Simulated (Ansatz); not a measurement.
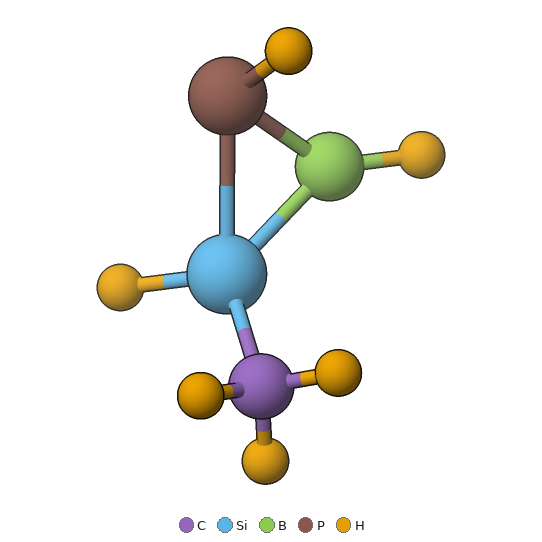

Ball-and-stick drawing of a structure.

The computed structure is the end point of a PBE0-D4/def2-TZVP optimisation.

**Count the atoms of each element.**

CH6BPSi, 10 atoms: 1 carbon, 6 hydrogen, 1 boron, 1 phosphorus and 1 silicon.

**Name some functional groups or characteristic bonds that it holds.**

Among them: Si–H bond, B–H bond.

**Does it have rings?**

Independent rings (smallest set): 1 of 3 members.

**How many bonds of each kind are drawn?**

3 C–H, 1 C–Si, 1 B–Si, 1 B–P, 1 P–Si, 1 Si–H, 1 B–H, 1 P–H.

**Give the symmetry (Schoenflies symbol).**

C1.

More results for the same structure follow; atom numbers are the same in all pictures, views and colours differ.

**Geometry**

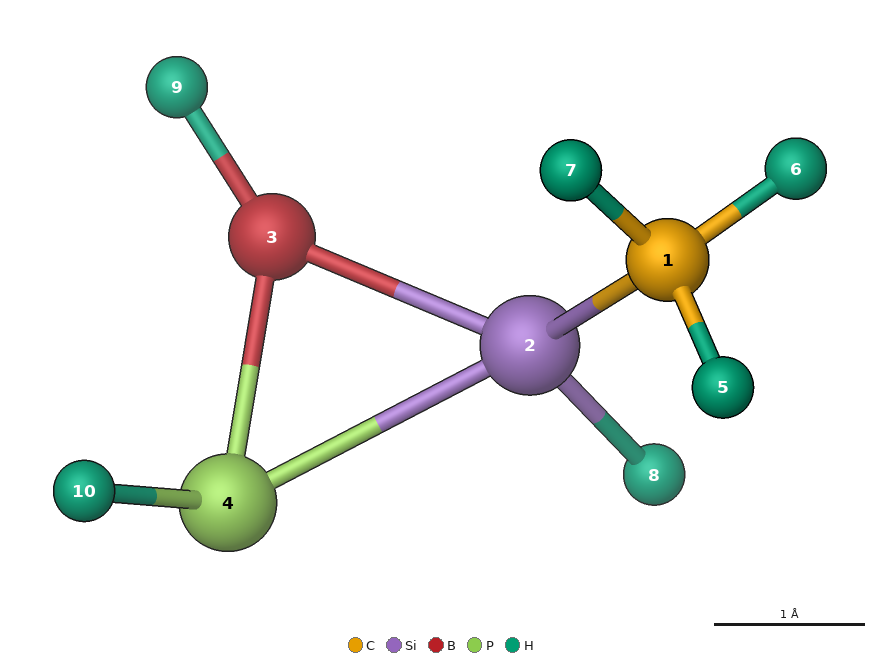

Atoms carry their numbers in the input.

Give the bond lengths.

```csv
bond,length (Å),order
C1–Si2,1.867,single
C1–H5,1.092,single
C1–H6,1.093,single
C1–H7,1.091,single
Si2–B3,1.940,single
Si2–P4,2.280,single
Si2–H8,1.483,single
B3–P4,1.848,single
B3–H9,1.187,single
P4–H10,1.420,single
```

**Electronic properties**

Method: RKS ωB97M-V/def2-TZVPP (Ansatz 0.2.0).

**Estimate the HOMO–LUMO gap.**

8.65 eV.

**Give the dipole moment at this level.**

1.82 D.

**Estimate the HOMO energy (Kohn–Sham orbital).**

−8.71 eV.

**Vibrations**

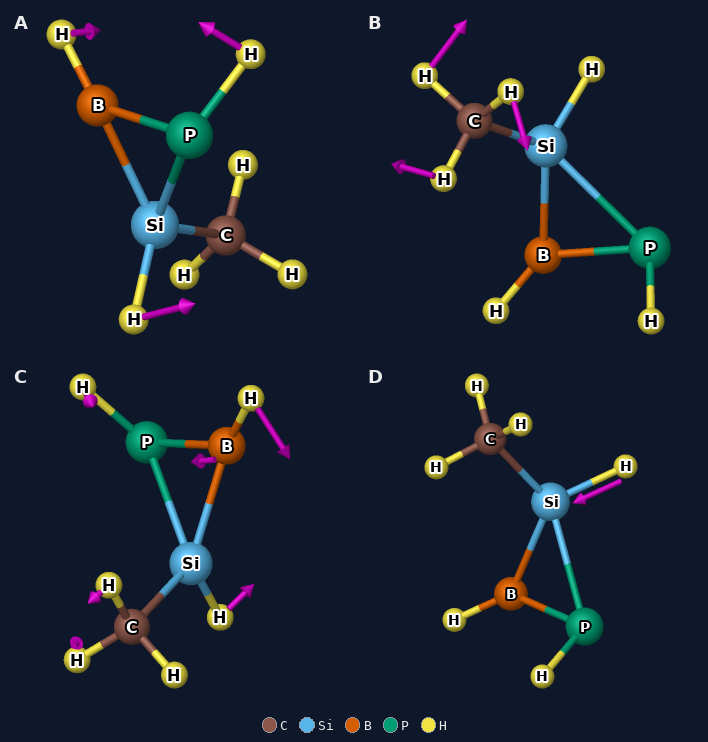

4 normal modes of one molecule or complex, as arrows. Harmonic vibrations computed with RKS PBE0-D4/def2-TZVP (Ansatz 0.2.0) at a stationary point of the same level.

**Match the panels to the wavenumbers 127 cm⁻¹, 509 cm⁻¹, 839 cm⁻¹, 2236 cm⁻¹.**

A: 509 cm⁻¹
B: 127 cm⁻¹, a torsion or out-of-plane motion in which bond lengths and bond angles hardly change
C: 839 cm⁻¹
D: 2236 cm⁻¹, Si–H stretching

**Thermal motion**

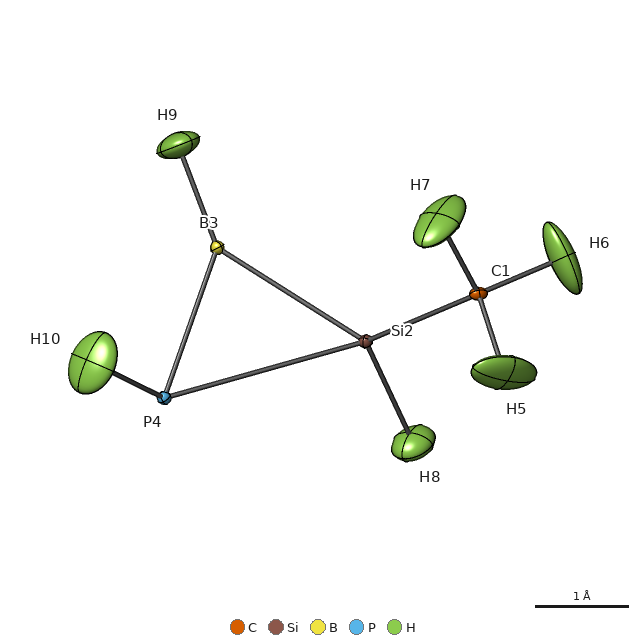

Displacement ellipsoids at the 50 % level, from the internal vibrations of the free molecule (harmonic, no overall translation or rotation; no half-axis is drawn under 0.075 Å). Vibrations computed with RKS PBE0-D4/def2-TZVP (Ansatz 0.2.0). Temperature: 100 K.

List U_eq and the three principal root-mean-square amplitudes for each kind of atom.

```
atom  U_eq (Å²)   rms amplitudes (Å)
  C1     0.0024  0.034, 0.045, 0.063
 Si2     0.0013  0.026, 0.039, 0.042
  B3     0.0024  0.042, 0.043, 0.059
  P4    0.00078  0.017, 0.023, 0.039
  H5     0.0332  0.083, 0.152, 0.264
  H6     0.0350  0.091, 0.151, 0.272
  H7     0.0332  0.080, 0.162, 0.259
  H8     0.0207  0.093, 0.154, 0.172
  H9     0.0218  0.086, 0.151, 0.187
 H10     0.0321  0.085, 0.193, 0.228
```

**Charges**

The questions are on Mulliken charges. Properties computed with RKS r2SCAN-D4/def2-TZVPP (Ansatz 0.2.0).

List the Mulliken charges.

```csv
atom,value (e)
C1,−0.29
Si2,0.20
B3,−0.03
P4,−0.12
H5,0.08
H6,0.08
H7,0.08
H8,−0.06
H9,0.03
H10,0.02
```

Mulliken values depend strongly on the basis set and can even reverse the polarity of a bond.
